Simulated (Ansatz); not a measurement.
The starting structures come from a database of crystals and need not be the phases stable at ambient conditions.

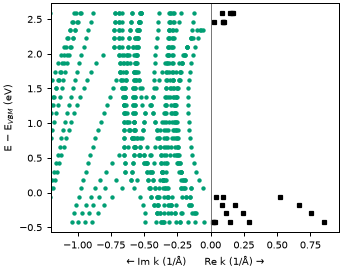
Complex bands at the centre of the two-dimensional zone; PBEsol (Ansatz, a quantum-chemistry and plane-wave program)

The gap is the functional's own, uncorrected, and κ follows it; spin-orbit coupling is left out. Mid-gap values are interpolated between the computed energies.

### Question
This is Al₂ZnS₄ (Fd-3m, spinel, not sure to be the ambient phase, 14 atoms a cell, 17.9 Å³ an atom) along the normal of (110). Read off the slowest decay at the centre of the two-dimensional zone at 1.14 eV, the computed energy nearest the middle of the gap.

### Answer
κ ≈ 0.17 1/Å, a decay length 1/(2κ) of the density of 3.0 Å.
